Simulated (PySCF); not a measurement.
# GeH2Cl (SMILES [Cl][GeH2]): U-r2SCAN/STO-3G

What is the vertical ionisation energy of GeH2Cl at U-r2SCAN/STO-3G? Input form: a Python script.

The calculation is run with PySCF 2.14.0.

4 further runs of the same task are left out: 4 set aside as unsound or not needed.

**1. Starting point**

GeH2Cl: 4 atoms, total charge 0, spin state doublet. SMILES: `[Cl][GeH2]`. The coordinates come from a PBE0-D4/def2-TZVP relaxation.

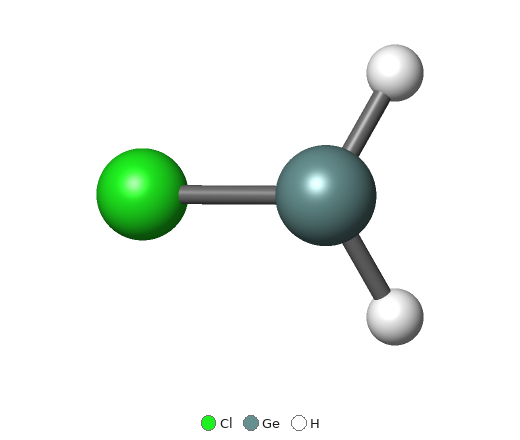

The structure, seen from a chosen angle (chlorine green, germanium teal, hydrogen white).

**2. A single-point energy at U-r2SCAN/STO-3G**

Input file job.py:

```python
# [Cl][GeH2]
from pyscf import gto, dft

molecule = gto.M(
    atom=[
    ('Cl', (-1.562900, 0.305200, 0.993500)),
    ('Ge', (0.106700, -0.451100, -0.141600)),
    ('H', (0.072700, 0.259600, -1.514200)),
    ('H', (1.383400, -0.113700, 0.662300)),
],
    max_memory=1860,
    verbose=4,
    charge=0,
    spin=1,
    basis='sto-3g',
)

myscf = dft.UKS(molecule)
myscf.xc = 'r2scan'
myscf.conv_tol = 1e-10
myscf.grids.level = 5
myscf.kernel()
if not myscf.converged:
    myscf = myscf.newton().run(myscf.mo_coeff, myscf.mo_occ)

etot = myscf.e_tot
print('E(%s) = %.9f' % ('R2SCAN', etot))
```

Run with:

```sh
$ OMP_NUM_THREADS=1 python job.py
```

What it wrote:

```text
PySCF version 2.14.0

[INPUT] num. atoms = 4
[INPUT] num. electrons = 51
[INPUT] charge = 0
[INPUT] spin (= nelec alpha-beta = 2S) = 1
[INPUT] symmetry False subgroup None
[INPUT] Mole.unit = angstrom
[INPUT] Symbol           X                Y                Z      unit          X                Y                Z       unit  Magmom
[INPUT]  1 Cl    -1.562900000000   0.305200000000   0.993500000000 AA   -2.953452960083   0.576744413217   1.877442904755 Bohr   0.0
[INPUT]  2 Ge     0.106700000000  -0.451100000000  -0.141600000000 AA    0.201633777491  -0.852455454791  -0.267585219238 Bohr   0.0
[INPUT]  3 H      0.072700000000   0.259600000000  -1.514200000000 AA    0.137383089256   0.490572901937  -2.861423297816 Bohr   0.0
[INPUT]  4 H      1.383400000000  -0.113700000000   0.662300000000 AA    2.614247120723  -0.214861860363   1.251565612299 Bohr   0.0

nuclear repulsion = 161.647276340246
number of shells = 15
number of NR pGTOs = 87
number of NR cGTOs = 29
basis = sto-3g
ecp = {}

[... 37 lines left out ...]
WARN: HOMO -0.405339567672661 >= LUMO -0.405339567672663
[... 4 lines left out ...]
WARN: beta  nocc = 25  HOMO 0.0396449118063045 >= LUMO 0.0401403084022531
[... 1 line left out ...]
WARN: HOMO 0.0396449118063045 >= LUMO 0.0401403084022531
[... 38 lines left out ...]
converged SCF energy = -2509.48795636721  <S^2> = 0.75140486  2S+1 = 2.0014044
E(R2SCAN) = -2509.487956367
```

It took 8.7 s on 1 thread of Arm Neoverse V2, shared host; peak memory 0.25 GiB.

**3. The singlet cation, same level**

Input file run.py:

```python
from pyscf import gto, dft

mol = gto.Mole()
mol.atom = '''
Cl    -1.562900     0.305200     0.993500
Ge     0.106700    -0.451100    -0.141600
H      0.072700     0.259600    -1.514200
H      1.383400    -0.113700     0.662300
'''
mol.charge = 1
mol.basis = 'sto-3g'
mol.verbose = 3
mol.max_memory = 1860
mol.build()

calc0 = dft.RKS(mol)
calc0.xc = 'r2scan'
calc0.grids.level = 5
calc0.conv_tol = 1e-10
calc0.kernel()
if not calc0.converged:
    calc0 = calc0.newton().run(calc0.mo_coeff, calc0.mo_occ)

e_final = calc0.e_tot
print('E(%s) = %.9f' % ('R2SCAN', e_final))
```

Run with:

```sh
$ OMP_NUM_THREADS=1 python run.py
```

What it wrote:

```text
converged SCF energy = -2509.21556998596
E(R2SCAN) = -2509.215569986
```

Run time: 4.8 s. Hardware: 1 thread of Arm Neoverse V2, shared host; peak memory 0.24 GiB.

**4. Summary of results**

Level: U-r2SCAN/STO-3G.

```
                                          quantity           value
                      doublet GeH2Cl: total energy  -2509.48796 Eh
                     doublet GeH2Cl: dipole moment          2.38 D
doublet GeH2Cl: HOMO energy (highest over α and β)        -3.40 eV
 doublet GeH2Cl: LUMO energy (lowest over α and β)        -1.33 eV
                              doublet GeH2Cl: ⟨S²⟩           0.751
                      singlet cation: total energy  -2509.21557 Eh
                       singlet cation: HOMO energy       -12.65 eV
                       singlet cation: LUMO energy       -11.09 eV
                     singlet cation: HOMO–LUMO gap         1.56 eV
vertical ionisation energy (to the singlet cation)        7.412 eV
```

Removing an electron at fixed nuclei costs 7.41 eV (171 kcal/mol). Only the singlet of the ionised species was computed; a triplet could lie lower. In a minimal basis such a difference can be off by several eV, whatever the method. Mulliken charges (doublet GeH2Cl) run from -0.30 on Cl1 to +0.42 on Ge2; they depend strongly on the basis.
